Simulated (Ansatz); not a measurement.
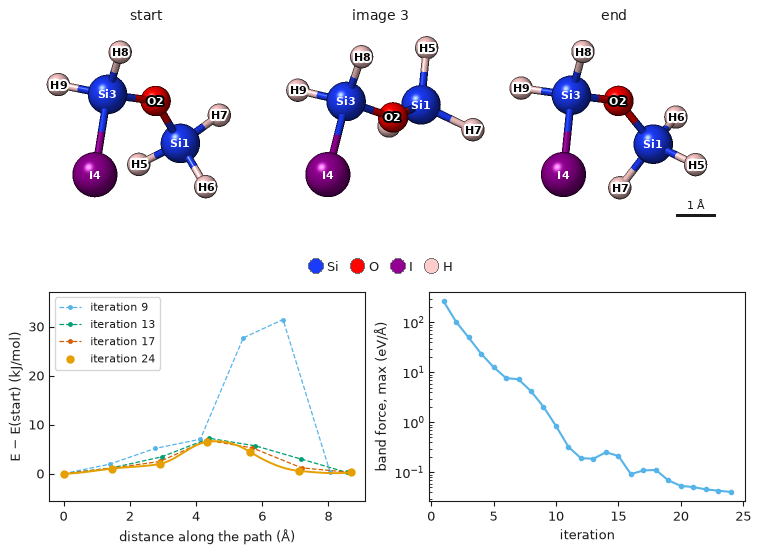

A search for the minimum-energy path of Si2H5OI by the nudged elastic band. Images are numbered from 0 (start) to 6 (end). The plot follows the band through its iterations. Style: ball-and-stick. Shown from a free direction.

The calculation used RKS r2SCAN/def2-mTZVP (Ansatz). Run with 5 movable images; climbing image; force threshold 0.05 eV/Å; iteration limit 60; spring constant 0.1 eV/Å²; starting path through a guess of the saddle point.

Question: Did the band converge, and can the barrier be trusted?

Answer: The run is converged, with reservations. The band converged in 24 iterations. The largest component of the band force went from 270 to 0.041 eV/Å. The climbing image converged on the top of the path. Its curvatures weren't checked. The spring constant is far from the usual few eV/Å², which spoils the spacing or the steps. The first iteration put the highest image at 9643.1 kJ/mol. Forward barrier 6.5 kJ/mol, backward barrier 6.2 kJ/mol, with image 3 at the top; the reaction energy is +0.3 kJ/mol.

The run took 5.1 min on 2 threads of Intel(R) Xeon(R) Platinum 8488C (Sapphire Rapids) (shared host), peak memory 0.21 GiB.
